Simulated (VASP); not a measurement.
Band structure of Hf (space group Im-3m). Level of theory: r2SCAN meta-GGA, VASP's PBE PAW potentials (set 64) (plane waves; VASP).

Unless said otherwise, spin-orbit coupling is left out, though it shifts the bands of the heavy elements here.

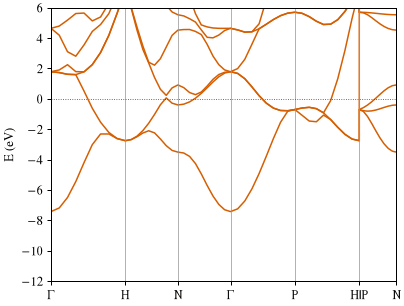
Bands along high-symmetry lines, zero at the valence-band maximum or, without a gap, the Fermi level

Problem. Read the plot: is there a gap, and where are the band edges?

Solution. It has no gap at this level: it comes out as a metal or semimetal.

The structure comes from a computed database's Hf entry (Im-3m); how it stands against other phases isn't given here. The cell was not relaxed at this level.
